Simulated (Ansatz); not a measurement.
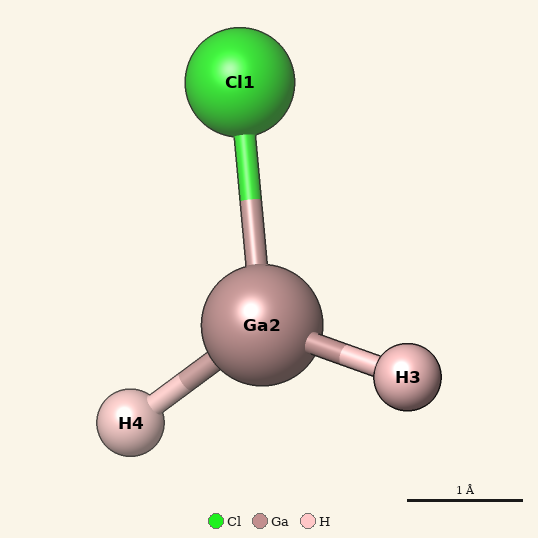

Orthographic view. Distant atoms are faded towards the background colour. Computed geometry: PBE0-D4/def2-TZVP optimisation.

Write a Z-matrix (Å, degrees) in the order of the atom numbers, with these reference atoms: 2 to 1; 3 to 2, 1; 4 to 2, 3, 1.

```
Cl 
Ga   1   2.149
H    2   1.556   1   115.2
H    2   1.556   3   129.7   1   180.0
```
